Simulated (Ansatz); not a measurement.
System: Sr₂PrF₃.

```cif
data_structure
_symmetry_space_group_name_H-M 'P 1'
_symmetry_Int_Tables_number 1
_cell_length_a 6.8434
_cell_length_b 6.8434
_cell_length_c 3.4214
_cell_angle_alpha 90.000
_cell_angle_beta 90.000
_cell_angle_gamma 120.000
_cell_volume 138.77
loop_
_atom_site_label
_atom_site_type_symbol
_atom_site_fract_x
_atom_site_fract_y
_atom_site_fract_z
_atom_site_occupancy
Sr1 Sr 0.33333 0.66667 0.00000 1
Sr2 Sr 0.66667 0.33333 0.00000 1
Pr1 Pr 0.00000 0.00000 0.00000 1
F1 F 0.50000 0.00000 0.50000 1
F2 F 0.50000 0.50000 0.50000 1
F3 F 0.00000 0.50000 0.50000 1
```

Space group P6/mmm; a structure generated by program, which may or may not match a known phase; computed without spin polarisation; no Hubbard U on the f states and no spin–orbit coupling.

All numbers below come from DFT PBE, scalar-relativistic, plane waves, PAW; 4f electrons in the core of a trivalent norm-conserving potential (Ansatz 0.2.0).

Q: What can the converged valence pseudo-density and electron localisation function tell about the bonding?

A: Sr–F (2.61 Å): ρ at the midpoint is about 0.18 e/Å³; the ELF is about 0.05 at the midpoint: no shared electron pair shows on this line.
Pr–F (3.83 Å): ρ is about 0.06 e/Å³ halfway, with its minimum of 0.05 e/Å³ about 2.2 Å from Pr; the ELF is about 0.15 at the midpoint (no localised pair shows between them).

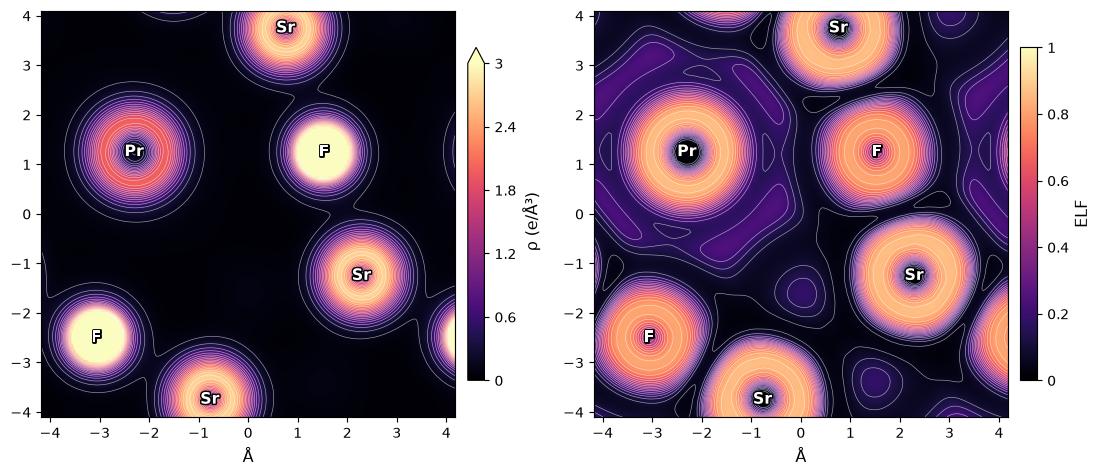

Computed valence pseudo-density and electron localisation function on the (111) plane of the conventional cell, in this order. 
